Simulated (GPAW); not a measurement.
**CaO (Fm-3m): G0W0 with GPAW, start to end**

Aim: the G0W0 gap of CaO (Fm-3m) on PBE, step by step.

Program: GPAW 26.7.0. Level of theory: PBE and many-body steps on it, plane waves. Results are calculated unless marked as measured.

## 1. The structure

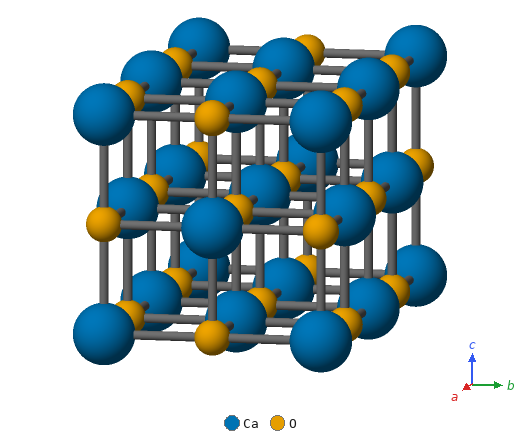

The starting structure, seen slightly off an axis (calcium blue, oxygen orange). 2×1×1 cells are drawn. This picture shows the conventional cell, with its axes. Some periodic images of atoms are drawn too.

Structure file:

```cif
data_structure
_symmetry_space_group_name_H-M 'P 1'
_symmetry_Int_Tables_number 1
_cell_length_a 3.3991
_cell_length_b 3.3991
_cell_length_c 3.3991
_cell_angle_alpha 60.000
_cell_angle_beta 60.000
_cell_angle_gamma 60.000
_cell_volume 27.77
loop_
_atom_site_label
_atom_site_type_symbol
_atom_site_fract_x
_atom_site_fract_y
_atom_site_fract_z
_atom_site_occupancy
Ca1 Ca 0.00000 0.00000 0.00000 1
O2 O 0.50000 0.50000 0.50000 1
```

The cell and positions are those that the Materials Project relaxed with its own functionals (PBE, PBE+U or r2SCAN), kept fixed.

## 2. Ground state

This step: GPAW 26.7.0; DFT, PBE, plane waves, PAW.

The ground-state density comes first.

run.py

```python
import json
import numpy as np
from gpaw.mpi import world
from ase import Atoms
from gpaw import GPAW, PW, FermiDirac

atoms = Atoms(['Ca', 'O'],
    cell=[[0.0000000000, 2.4035556960, 2.4035556960],
      [2.4035556960, 0.0000000000, 2.4035556960],
      [2.4035556960, 2.4035556960, 0.0000000000]],
    scaled_positions=[[0.0000000000, 0.0000000000, 0.0000000000],
      [0.5000000000, 0.5000000000, 0.5000000000]],
    pbc=(True, True, True))
calc = GPAW(mode=PW(600),
    xc='PBE',
    kpts={'size': (8, 8, 8), 'gamma': True},
    occupations=FermiDirac(0.001),
    nbands=-7,
    convergence={'density': 1e-6, 'bands': -3},
    maxiter=100,
    txt='gs.txt')
atoms.calc = calc
res = {'energy': atoms.get_potential_energy()}
kpts = calc.get_ibz_k_points()
res['kpts'] = kpts
res['eigenvalues'] = [calc.get_eigenvalues(kpt=k) for k in range(len(kpts))]
res['n_electrons'] = calc.get_number_of_electrons()
calc.write('gs.gpw')

if world.rank == 0:
    with open('result.json', 'w') as f:
        json.dump(res, f, default=lambda x: x.tolist())
```

Command:

```sh
$ mpirun -n 4 gpaw python run.py
```

The program printed:

```text
__  _  _
 | _ |_)|_||  |
 |__||  | ||/\| - 26.7.0

Input parameters:
  mode=PW(ecut=600.0),
  convergence={'density': 1e-06, 'bands': -3},
  kpts=MonkhorstPack(size=(8, 8, 8), gamma=True),
  maxiter=100,
  nbands=-7,
  occupations=Occupations(name='fermi-dirac', width=0.001, fixmagmom=False),
  xc=XC(name='PBE')
  [... matrices ...]
Diagonalizing LCAO Hamiltonian
Converting LCAO to pw mode

               O

       Ca

Atoms  # Å, Bohr magnetons
|   | symbol |        x |        y |        z |    initial magnetic moments |
| 0 |     Ca | 0.000000 | 0.000000 | 0.000000 | ( 0.0000,  0.0000,  0.0000) |
| 1 |      O | 2.403556 | 2.403556 | 2.403556 | ( 0.0000,  0.0000,  0.0000) |

Unit cell  # Å
| periodic |        x |        y |        z |  lengths |    angles |
|      yes | 0.000000 | 2.403556 | 2.403556 | 3.399141 | 60.000000 |
|      yes | 2.403556 | 0.000000 | 2.403556 | 3.399141 | 60.000000 |
|      yes | 2.403556 | 2.403556 | 0.000000 | 3.399141 | 60.000000 |

Number of symmetries: 48
Symmetry operations  # r_c * U_cc + t_c -> r_c
|    | kind |            matrix            |
|  0 |  σ   |  1, 0, 0,  1, 0,-1,  1,-1, 0 |
|  1 |  C2  |  1, 0, 0,  1,-1, 0,  1, 0,-1 |
|  2 |  E   |  1, 0, 0,  0, 1, 0,  0, 0, 1 |
|  3 |  σ   |  1, 0, 0,  0, 0, 1,  0, 1, 0 |
|  4 |  C4  |  1, 0,-1,  1, 0, 0,  1,-1, 0 |
|  5 |  S6  |  1, 0,-1,  1,-1, 0,  1, 0, 0 |
|  6 |  σ   |  1, 0,-1,  0, 1,-1,  0, 0,-1 |
|  7 |  C3  |  1, 0,-1,  0, 0,-1,  0, 1,-1 |
|  8 |  S6  |  1,-1, 0,  1, 0, 0,  1, 0,-1 |
|  9 |  C4  |  1,-1, 0,  1, 0,-1,  1, 0, 0 |
| 10 |  C3  |  1,-1, 0,  0,-1, 1,  0,-1, 0 |
| 11 |  σ   |  1,-1, 0,  0,-1, 0,  0,-1, 1 |
| 12 |  σ   |  0, 1, 0,  1, 0, 0,  0, 0, 1 |
| 13 |  C4  |  0, 1, 0,  0, 1,-1, -1, 1, 0 |
| 14 |  C3  |  0, 1, 0,  0, 0, 1,  1, 0, 0 |
| 15 |  S6  |  0, 1, 0, -1, 1, 0,  0, 1,-1 |
| 16 |  C2  |  0, 1,-1,  1, 0,-1,  0, 0,-1 |
| 17 |  σ   |  0, 1,-1,  0, 1, 0, -1, 1, 0 |
| 18 |  S4  |  0, 1,-1,  0, 0,-1,  1, 0,-1 |
| 19 |  C4  |  0, 1,-1, -1, 1, 0,  0, 1, 0 |
| 20 |  C3  |  0, 0, 1,  1, 0, 0,  0, 1, 0 |
| 21 |  σ   |  0, 0, 1,  0, 1, 0,  1, 0, 0 |
| 22 |  S6  |  0, 0, 1,  0,-1, 1, -1, 0, 1 |
| 23 |  C4  |  0, 0, 1, -1, 0, 1,  0,-1, 1 |
| 24 |  S4  |  0, 0,-1,  1, 0,-1,  0, 1,-1 |
| 25 |  C3  |  0, 0,-1,  0, 1,-1,  1, 0,-1 |
| 26 |  C2  |  0, 0,-1,  0,-1, 0, -1, 0, 0 |
| 27 |  S6  |  0, 0,-1, -1, 0, 0,  0,-1, 0 |
| 28 |  S4  |  0,-1, 1,  1,-1, 0,  0,-1, 0 |
| 29 |  C4  |  0,-1, 1,  0, 0, 1, -1, 0, 1 |
| 30 |  C2  |  0,-1, 1,  0,-1, 0,  1,-1, 0 |
| 31 |  σ   |  0,-1, 1, -1, 0, 1,  0, 0, 1 |
| 32 |  C3  |  0,-1, 0,  1,-1, 0,  0,-1, 1 |
| 33 |  S6  |  0,-1, 0,  0, 0,-1, -1, 0, 0 |
| 34 |  S4  |  0,-1, 0,  0,-1, 1,  1,-1, 0 |
| 35 |  C2  |  0,-1, 0, -1, 0, 0,  0, 0,-1 |
| 36 |  C2  | -1, 1, 0,  0, 1, 0,  0, 1,-1 |
| 37 |  S6  | -1, 1, 0,  0, 1,-1,  0, 1, 0 |
| 38 |  S4  | -1, 1, 0, -1, 0, 1, -1, 0, 0 |
| 39 |  C3  | -1, 1, 0, -1, 0, 0, -1, 0, 1 |
| 40 |  S6  | -1, 0, 1,  0, 0, 1,  0,-1, 1 |
| 41 |  C2  | -1, 0, 1,  0,-1, 1,  0, 0, 1 |
| 42 |  C3  | -1, 0, 1, -1, 1, 0, -1, 0, 0 |
| 43 |  S4  | -1, 0, 1, -1, 0, 0, -1, 1, 0 |
| 44 |  C2  | -1, 0, 0,  0, 0,-1,  0,-1, 0 |
| 45 |  i   | -1, 0, 0,  0,-1, 0,  0, 0,-1 |
| 46 |  σ   | -1, 0, 0, -1, 1, 0, -1, 0, 1 |
| 47 |  C2  | -1, 0, 0, -1, 0, 1, -1, 1, 0 |

BZ-sampling:
  Number of BZ points: 512
  Number of IBZ points: 29

  Monkhorst-Pack size: [8, 8, 8]
  Monkhorst-Pack shift: [0.0625, 0.0625, 0.0625]

K-points  # in reciprocal-cell coordinates
|     |                                coordinates |     weight |
|   0 | (  0.00000000,   0.00000000,   0.00000000) | 0.00195312 |
|   1 | (  0.12500000,   0.12500000,   0.00000000) | 0.01171875 |
|   2 | (  0.12500000,   0.12500000,   0.12500000) | 0.01562500 |
|   3 | (  0.25000000,   0.12500000,   0.12500000) | 0.02343750 |
|   4 | (  0.25000000,   0.25000000,   0.00000000) | 0.01171875 |
|   5 | (  0.25000000,   0.25000000,   0.12500000) | 0.04687500 |
|   6 | (  0.25000000,   0.25000000,   0.25000000) | 0.01562500 |
|   7 | (  0.37500000,   0.25000000,  -0.37500000) | 0.04687500 |
|   8 | (  0.37500000,   0.25000000,   0.12500000) | 0.04687500 |
|   9 | (  0.37500000,   0.25000000,   0.25000000) | 0.04687500 |
| ... |                                            |            |
|  28 | (  0.50000000,   0.50000000,   0.50000000) | 0.00781250 |

Plane wave coefficients: 941
Cutoff: 600.0 eV

Spin-components: 1 (collinear spins)
Bands:           15
Projectors:      10
Spin-degeneracy: 2
Datatype:        complex128

  Storage: CPU
  Wave functions: 6_549_360 bytes (1_637_340 per core)
  Projectors: 9_169_104 bytes (2_292_276 per core)
  [... matrices ...]
Parallelization:
  kpt:    4
  domain: 1
  band:   1

Density:
  Valence electrons: 16.0
  Components: 1
  Grid points: [20 20 20]
  Charge: 0.0  # |e|

Potential:
  Grid points: [20 20 20]

species:
  Ca:
    name:    Calcium
    Z:       20.0
    valence: 10
    core:    10
    charge:  0.0  # [|e|]
    compensation charges:
      type: gauss
      rc: 0.37  # [Å]
      lmax: 2
    cutoffs:
      filter: 2.10  # [Å]
      core: 1.17  # [Å]
    projectors
    | kind |    occ | energy [eV] | rcut [Å] |
    |   3s |  2.000 |     -47.086 |    1.175 |
    |   4s |  2.000 |      -3.766 |    1.175 |
    |   3p |  6.000 |     -28.008 |    1.154 |
    |    p |        |      -0.797 |    1.154 |
    |    d |        |       0.000 |    0.937 |

    Using partial waves for Ca as LCAO basis

  O:
    name:    Oxygen
    Z:       8.0
    valence: 6
    core:    2
    charge:  0.0  # [|e|]
    compensation charges:
      type: gauss
      rc: 0.21  # [Å]
      lmax: 2
    cutoffs:
      filter: 1.17  # [Å]
      core: 0.83  # [Å]
    projectors
    | kind |    occ | energy [eV] | rcut [Å] |
    |   2s |  2.000 |     -23.961 |    0.688 |
    |   2p |  4.000 |      -9.029 |    0.598 |
    |    s |        |       3.251 |    0.688 |
    |    p |        |      18.182 |    0.598 |
    |    d |        |       0.000 |    0.619 |

    Using partial waves for O as LCAO basis

Reference energy: -20551.721533  # eV

eigensolver:
  PPCG
  Converge bands: -3
  niter=2

density mixing:
  MSR1-Mixer
  Pratt-step length: 0.05
  Maximum mixing coefficient: 0.75
  Old densities: 10
  SVD Regularization: 0.005
  Good broyden scale: 1.0
  Trust region scale: 1.0
  Backstep threshold: 4.0
  History deletion threshold: 6.0
  Fourier metric: weight=20.0, sigma=0.015

occupation numbers:
  Fermi-Dirac:
    width: 0.0010  # eV

poisson solver:
  ecut: 4800.0  # eV

xc functional:
  name: PBE with 2 nearest neighbor stencil

Initialization done in: 0.921 s

convergence criteria:
- Maximum integral of absolute [dens]ity change: 1e-06 electrons / valence electron
- Maximum [total energy] change in last 3 cyles: 0.0005 eV / valence electron
- Maximum integral of absolute [eigenst]ate change: 4e-08 eV^2 / valence electron
maximum number of iterations: 100

SCF iterations
|iter     |     time |      energy | eigst |  dens |
|iter:   1|  |  -14.182756 | +2.66 |       |
|iter:   2|  |  -13.820144 | +1.01 | -0.96 |
|iter:   3|  |  -13.015859 | +0.06 | -1.02 |
|iter:   4|  |  -13.016872 | -1.92 | -1.48 |
|iter:   5|  |  -13.027417 | -2.48 | -1.71 |
|iter:   6|  |  -13.027452 | -4.59 | -2.83 |
|iter:   7|  |  -13.027495c| -5.39 | -3.16 |
|iter:   8|  |  -13.027496c| -6.46 | -3.87 |
|iter:   9|  |  -13.027496c| -7.58c| -4.77 |
|iter:  10|  |  -13.027496c| -7.71c| -5.17 |
|iter:  11|  |  -13.027496c| -8.68c| -6.28c|

Converged in 11 steps
SCF loop duration: 1.635 s (0.149 s/step)
Energy contributions relative to reference atoms: (reference = -20551.721533)
  [... matrices ...]
Energy contributions:
  Kinetic:          13.909507
  Coulomb:         -11.080529
  Zero:             -0.487661
  External:          0.000000
  Xc:              -15.368813
  Entropy:          -0.000000
  Spinorbit:         0.000000
  ----------------------------
  Free energy:     -13.027496
  Extrapolated:    -13.027496

dipole moment: (-15.838464, -15.838464, -15.838464)  # |e|*Ang

Fermi level: 5.815
Eigenvalues  # (at kpt = [0.000, 0.000, 0.000])
| band index |      eig [eV] | occ [0-2] |
|          0 |       -32.850 |     2.000 |
|          1 |       -13.645 |     2.000 |
|          2 |       -13.645 |     2.000 |
|          3 |       -13.645 |     2.000 |
|          4 |       -10.720 |     2.000 |
|          5 |         4.774 |     2.000 |
|          6 |         4.774 |     2.000 |
|          7 |         4.774 |     2.000 |
|          8 |         9.507 |     0.000 |
|          9 |        11.013 |     0.000 |
|         10 |        11.013 |     0.000 |
|         11 |        11.013 |     0.000 |
|         12 |        12.477 |     0.000 |
|         13 |        12.477 |     0.000 |
|         14 |        19.776 |     0.000 |

Gap: 3.693 eV
Transition (v -> c):
  (s=0, k=0, n=7, [0.00, 0.00, 0.00]) -> (s=0, k=24, n=8, [0.50, 0.50, 0.00])
Direct/indirect transitions are different
Direct gap: 4.066 eV
Transition at: (s=0, k=24, n=7, [0.50, 0.50, 0.00])
# Writing to gs.gpw (mode='')
  [... matrices ...]
```

It took 4 s on 4 MPI ranks of Arm Neoverse V2, shared host; peak memory 0.59 GiB.

This step gave:

* total energy: -13.03 eV
* gap: 3.693 eV
* k of the valence top: 0, 0, 0
* k of the conduction bottom: 0.5, 0.5, 0
* least direct gap: 4.066 eV

The gap is indirect, with the least direct gap 0.37 eV higher.

## 3. Bands along the symmetry lines

Levels along a band path, at the cheap level, show where the edges lie and whether the meshes to come will hold them.

run.py

```python
import json
import numpy as np
from gpaw.mpi import world
from gpaw import GPAW

path = [[0.000000, 0.000000, 0.000000],
    [0.062500, 0.000000, 0.062500],
    [0.125000, 0.000000, 0.125000],
    [0.187500, 0.000000, 0.187500],
    [0.250000, 0.000000, 0.250000],
    [0.312500, 0.000000, 0.312500],
    [0.375000, 0.000000, 0.375000],
    [0.437500, 0.000000, 0.437500],
    [0.500000, 0.000000, 0.500000],
    [0.515625, 0.031250, 0.515625],
    [0.531250, 0.062500, 0.531250],
    [0.546875, 0.093750, 0.546875],
    [0.562500, 0.125000, 0.562500],
    [0.578125, 0.156250, 0.578125],
    [0.593750, 0.187500, 0.593750],
    [0.609375, 0.218750, 0.609375],
    [0.625000, 0.250000, 0.625000],
    [0.375000, 0.375000, 0.750000],
    [0.328125, 0.328125, 0.656250],
    [0.281250, 0.281250, 0.562500],
    [0.234375, 0.234375, 0.468750],
    [0.187500, 0.187500, 0.375000],
    [0.140625, 0.140625, 0.281250],
    [0.093750, 0.093750, 0.187500],
    [0.046875, 0.046875, 0.093750],
    [0.000000, 0.000000, 0.000000],
    [0.062500, 0.062500, 0.062500],
    [0.125000, 0.125000, 0.125000],
    [0.187500, 0.187500, 0.187500],
    [0.250000, 0.250000, 0.250000],
    [0.312500, 0.312500, 0.312500],
    [0.375000, 0.375000, 0.375000],
    [0.437500, 0.437500, 0.437500],
    [0.500000, 0.500000, 0.500000],
    [0.500000, 0.468750, 0.531250],
    [0.500000, 0.437500, 0.562500],
    [0.500000, 0.406250, 0.593750],
    [0.500000, 0.375000, 0.625000],
    [0.500000, 0.343750, 0.656250],
    [0.500000, 0.312500, 0.687500],
    [0.500000, 0.281250, 0.718750],
    [0.500000, 0.250000, 0.750000],
    [0.500000, 0.218750, 0.718750],
    [0.500000, 0.187500, 0.687500],
    [0.500000, 0.156250, 0.656250],
    [0.500000, 0.125000, 0.625000],
    [0.500000, 0.093750, 0.593750],
    [0.500000, 0.062500, 0.562500],
    [0.500000, 0.031250, 0.531250],
    [0.500000, 0.000000, 0.500000]]
calc = GPAW('gs.gpw').fixed_density(kpts=path,
    symmetry='off',
    nbands=18,
    convergence={'bands': 14},
    txt='bands.txt')
res = {}
kpts = calc.get_ibz_k_points()
res['kpts'] = kpts
res['eigenvalues'] = [calc.get_eigenvalues(kpt=k) for k in range(len(kpts))]
res['n_electrons'] = calc.get_number_of_electrons()

if world.rank == 0:
    with open('result.json', 'w') as f:
        json.dump(res, f, default=lambda x: x.tolist())
```

Command:

```sh
$ mpirun -n 4 gpaw python run.py
```

The program printed:

```text
Diagonalizing LCAO Hamiltonian
Converting LCAO to pw mode
convergence criteria:
- Maximum integral of absolute [eigenst]ate change: 4e-08 eV^2 / valence electron
maximum number of iterations: 100

SCF iterations
|iter     |     time |      energy | eigst |  dens |
|iter:   1|  |             | +2.81 |       |
|iter:   2|  |             | +1.47 |       |
|iter:   3|  |             | -0.55 |       |
|iter:   4|  |             | -2.80 |       |
|iter:   5|  |             | -4.97 |       |
|iter:   6|  |             | -6.92 |       |
|iter:   7|  |             | -8.08c|       |
SCF steps: 7
  __  _  _
 | _ |_)|_||  |
 |__||  | ||/\| - 26.7.0

Input parameters:
  mode=PW(ecut=600.0),
  convergence={'bands': 14},
  gpts=array([20, 20, 20]),
  kpts=KPoints(kpts=array([[0.      , 0.      , 0.      ],
         [0.0625  , 0.      , 0.0625  ],
         [0.125   , 0.      , 0.125   ],
         [0.1875  , 0.      , 0.1875  ],
[...]
[0.515625, 0.03125 , 0.515625],
[...]
[0.546875, 0.09375 , 0.546875],
[...]
[0.578125, 0.15625 , 0.578125],
[...]
[0.609375, 0.21875 , 0.609375],
[...]
[0.328125, 0.328125, 0.65625 ],
[...]
[0.234375, 0.234375, 0.46875 ],
[...]
[0.140625, 0.140625, 0.28125 ],
[...]
[0.046875, 0.046875, 0.09375 ],
[...]
[0.5     , 0.0625  , 0.5625  ],
         [0.5     , 0.03125 , 0.53125 ],
         [0.5     , 0.      , 0.5     ]])),
  maxiter=100,
  nbands=18,
  occupations=Occupations(name='fermi-dirac', width=0.001, fixmagmom=False),
  parallel={},
  symmetry=Symmetry(point_group=False, time_reversal=False),
  xc=XC(name='PBE')
  [... matrices ...]
timing:  # [seconds]
  Total: 0.023  # ━━━━━━━━━━━━━━━━━━━━━━━━━━━━━━━━━━━━━━━━━━━━━━━━━━━━━━━━━━━
```

Elapsed: 3.9 s, on 4 MPI ranks; peak memory 0.57 GiB.

Numbers from this step:

```yaml
gap: 3.693 eV
k_of_the_valence_top: 0, 0, 0
k_of_the_conduction_bottom: 0.5, 0, 0.5
least_direct_gap: 4.066 eV
```

The gap is 3.693 eV, as in the run before at this level.

Electronic bands along the path, in eV, zero at the top of the highest filled band; v1 is the highest filled band, c1 the lowest empty one:

| point | v4 | v3 | v2 | v1 | c1 | c2 | c3 | c4 |
| --- | --- | --- | --- | --- | --- | --- | --- | --- |
| Γ | -15.49 | 0.00 | 0.00 | 0.00 | 4.73 | 6.24 | 6.24 | 6.24 |
| X | -15.25 | -1.31 | -0.37 | -0.37 | 3.69 | 8.02 | 8.84 | 9.47 |
| U | -14.89 | -1.32 | -1.21 | -0.77 | 5.16 | 7.98 | 8.53 | 8.99 |
| jump to K | -14.89 | -1.32 | -1.21 | -0.77 | 5.16 | 7.98 | 8.53 | 8.99 |
| Γ | -15.49 | 0.00 | 0.00 | 0.00 | 4.73 | 6.24 | 6.24 | 6.24 |
| L | -14.31 | -2.61 | -1.16 | -1.16 | 7.06 | 8.32 | 8.32 | 8.49 |
| W | -14.87 | -1.26 | -1.05 | -1.05 | 6.32 | 6.32 | 8.35 | 9.47 |
| X | -15.25 | -1.31 | -0.37 | -0.37 | 3.69 | 8.02 | 8.84 | 9.47 |

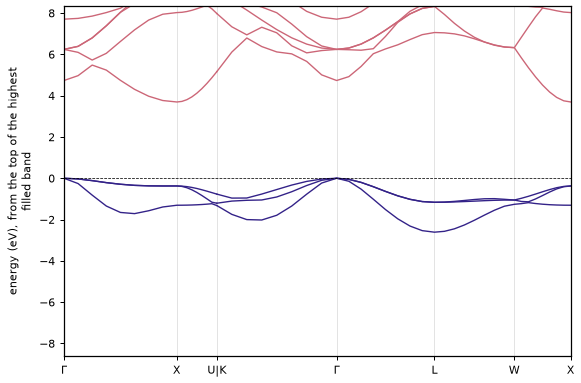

Electronic bands along the path; lines of filled and empty bands in two colours.

## 4. Empty states on the mesh, 6×6×6 mesh, 98 bands

The sums over transitions need many empty states on a uniform mesh; this step solves for them.

run.py

```python
import json
import numpy as np
from gpaw.mpi import world
from gpaw import GPAW

calc = GPAW('gs.gpw').fixed_density(kpts={'size': (6, 6, 6), 'gamma': True},
    parallel={'domain': 1, 'band': 1},
    txt='nscf.txt')
calc.diagonalize_full_hamiltonian(nbands=98)
calc.write('full.gpw', mode='all')
res = {}
kpts = calc.get_ibz_k_points()
res['kpts'] = kpts
res['eigenvalues'] = [calc.get_eigenvalues(kpt=k) for k in range(len(kpts))]
res['n_electrons'] = calc.get_number_of_electrons()

if world.rank == 0:
    with open('result.json', 'w') as f:
        json.dump(res, f, default=lambda x: x.tolist())
```

Command:

```sh
$ mpirun -n 4 gpaw python run.py
```

The program printed:

```text
Diagonalizing LCAO Hamiltonian
Converting LCAO to pw mode
convergence criteria:
- Maximum integral of absolute [eigenst]ate change: 4e-08 eV^2 / valence electron
maximum number of iterations: 100

SCF iterations
|iter     |     time |      energy | eigst |  dens |
|iter:   1|  |             | +2.49 |       |
|iter:   2|  |             | +1.04 |       |
|iter:   3|  |             | +0.04 |       |
[...]
|iter:   8|  |             | -6.15 |       |
|iter:   9|  |             | -7.31 |       |
|iter:  10|  |             | -8.25c|       |
SCF steps: 10
  __  _  _
 | _ |_)|_||  |
 |__||  | ||/\| - 26.7.0

Input parameters:
  mode=PW(ecut=600.0),
  convergence={'density': 1e-06, 'bands': -3},
  gpts=array([20, 20, 20]),
  kpts=MonkhorstPack(size=(6, 6, 6), gamma=True),
  maxiter=100,
  nbands=15,
  occupations=Occupations(name='fermi-dirac', width=0.001, fixmagmom=False),
  parallel={'domain': 1, 'band': 1},
  xc=XC(name='PBE')
Matrix size: 941x941
# Writing to full.gpw (mode='all')
  [... matrices ...]

timing:  # [seconds]
  Total: 2.965  # ━━━━━━━━━━━━━━━━━━━━━━━━━━━━━━━━━━━━━━━━━━━━━━━━━━━━━━━━━━━
```

Wall time 6 s (4 MPI ranks); peak memory 0.92 GiB; 24 s of CPU time.

Numbers from this step:

- gap: 3.693 eV
- k of the valence top: 0, 0, 0
- k of the conduction bottom: 0.5, 0.5, 0
- least direct gap: 4.066 eV
- k points computed: 16
- lowest point of the top converged band, above the valence top: 115.0890 eV

On this mesh the gap is 3.693 eV.

(Continued in part 2 of 2.)

[Paths, hosts, dates, memory and timing lines, banners, echoed tables and standing remarks are left out of the program output.]

[Logs are printed without paths, hosts, clocks, repeated set-up lines and the standing remarks that a program may print on its own settings, such as how far it seeks lower states.]

[Runs of the session that timed out or met a known fault of the program may be left out.]

[Hosts, paths, dates, database ids (printed as entryN), source tags and the programs' standing remarks are cut or masked in the printed files.]
